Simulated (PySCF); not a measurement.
**CH2ClF (chlorofluoromethane) at FCI/STO-6G**

Aim: the vertical ionisation energy of CH2ClF (chlorofluoromethane) at FCI/STO-6G, from 2 runs. 

The calculation is run with PySCF 2.14.0.

5 further runs of the same task are left out: 5 set aside as unsound or not needed.

## (1) The system as given

The species is CH2ClF (5 atoms), meant as a singlet with charge 0. SMILES: `FCCl`. The coordinates come from a PBE0-D4/def2-TZVP relaxation.

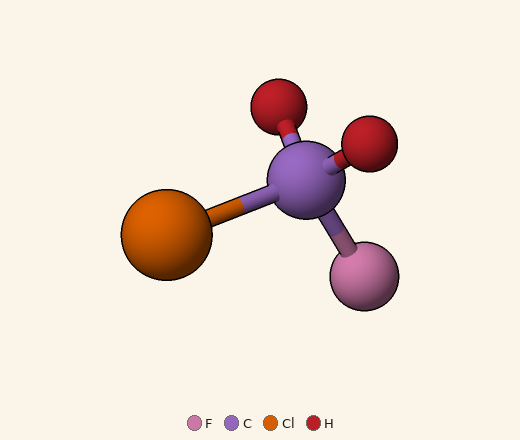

Viewed from a chosen angle; fluorine pink, carbon purple, chlorine orange, hydrogen red.

## (2) The energy at FCI/STO-6G

Input file input.py:

```python
from pyscf import gto, scf, mcscf
from pyscf import fci

system = gto.M(
    atom='''
F   -0.970450   0.560520   0.766500
C    0.083560   0.089320   0.058070
Cl  -0.422970  -1.232890  -0.998060
H    0.832130  -0.302600   0.745580
H    0.477720   0.885670  -0.572080
''',
    verbose=3,
    max_memory=1860,
    basis='sto-6g',
)

mf = scf.RHF(system)
mf.conv_tol = 1e-10
mf.kernel()
if not mf.converged:
    mf = mf.newton().run(mf.mo_coeff, mf.mo_occ)

cas = mcscf.CASCI(mf, mf.mo_coeff.shape[-1] - 7, (system.nelec[0] - 7, system.nelec[1] - 7))  # full CI above the frozen core
cas.fcisolver = fci.direct_spin0.FCI(system)  # even spin states alone
cas.kernel()
print('<S^2> = %.4f' % cas.fcisolver.spin_square(cas.ci, cas.ncas, cas.nelecas)[0])
etot = cas.e_tot
print('E(%s) = %.9f' % ('FCI', etot))
```

On the command line:

```sh
$ OMP_NUM_THREADS=1 python input.py
```

Standard output:

```text
converged SCF energy = -595.87836209683
CASCI E = -595.981924308802  E(CI) = -85.2127647163777  S^2 = 0.0000000
<S^2> = 0.0000
E(FCI) = -595.981924309
```

Run time: 20 s. Hardware: 1 thread of Arm Neoverse V2, shared host; peak memory 0.34 GiB.

## (3) The doublet cation, same level

Input file run.py:

```python
from pyscf import gto, mcscf

system = gto.Mole()
system.atom = [
    ('F', (-0.970450, 0.560520, 0.766500)),
    ('C', (0.083560, 0.089320, 0.058070)),
    ('Cl', (-0.422970, -1.232890, -0.998060)),
    ('H', (0.832130, -0.302600, 0.745580)),
    ('H', (0.477720, 0.885670, -0.572080)),
]
system.basis = 'sto-6g'
system.spin = 1
system.charge = 1
system.max_memory = 1860
system.verbose = 4
system.build()

mf = system.ROHF()
mf.conv_tol = 1e-10
mf.kernel()
if not mf.converged:
    mf = mf.newton().run(mf.mo_coeff, mf.mo_occ)

cas = mcscf.CASCI(mf, mf.mo_coeff.shape[-1] - 7, (system.nelec[0] - 7, system.nelec[1] - 7))  # full CI above the frozen core
cas.fix_spin_(ss=0.75)
cas.kernel()
e_tot = cas.e_tot
print('E = %.10f Eh' % e_tot)
```

On the command line:

```sh
$ OMP_NUM_THREADS=1 python run.py
```

Standard output:

```text
PySCF version 2.14.0

[... 69 lines left out ...]
converged SCF energy = -595.508649722103
[... 1 line left out ...]
******** <class 'pyscf.mcscf.casci.CASCI'> ********
CAS (10e+9e, 14o), ncore = 7, nvir = 0
natorb = False
canonicalization = True
sorting_mo_energy = False
******** <class 'pyscf.fci.addons.SpinPenaltyFCISolver'> ********
max. cycles = 200
conv_tol = 1e-08
davidson only = True
linear dependence = 1e-12
level shift = 0.001
max iter space = 12
nroots = 1
pspace_size = 400
spin = None
Density matrix diagonal elements [1.99547132 1.9941905  1.98461844 1.9756127  1.96855651 1.96392981
 1.97530949 1.96670248 1.78999599 1.21033864 0.0751786  0.05259625
 0.02293591 0.02456336]
CASCI converged
CASCI E = -595.625330204859  E(CI) = -84.8541215180624  S^2 = 0.7500000
E = -595.6253302049 Eh
```

Run time: 1.7 min. Hardware: 1 thread of Arm Neoverse V2, shared host; peak memory 0.56 GiB.

## (4) Summary of results

Level: FCI/STO-6G, 7 core orbitals frozen.

| quantity | value |
| --- | --- |
| singlet CH2ClF: total energy | -595.98192 Eh |
| singlet CH2ClF: dipole moment (Hartree–Fock density) | 2.09 D |
| singlet CH2ClF: HOMO energy (Hartree–Fock orbitals) | -10.77 eV |
| singlet CH2ClF: LUMO energy (Hartree–Fock orbitals) | 9.66 eV |
| singlet CH2ClF: HOMO–LUMO gap (Hartree–Fock orbitals) | 20.43 eV |
| singlet CH2ClF: correlation energy (7 core orbitals frozen) | -103.6 mEh |
| doublet cation: total energy | -595.62533 Eh |
| doublet cation: correlation energy (7 core orbitals frozen) | -116.7 mEh |
| vertical ionisation energy (to the doublet cation) | 9.703 eV |

**Reading.** The vertical ionisation energy comes to 9.70 eV (224 kcal/mol). In a minimal basis such a difference can be off by several eV, whatever the method. Mulliken charges (singlet CH2ClF) of the mean-field density run from -0.15 on Cl3 to +0.11 on H4; they depend strongly on the basis.
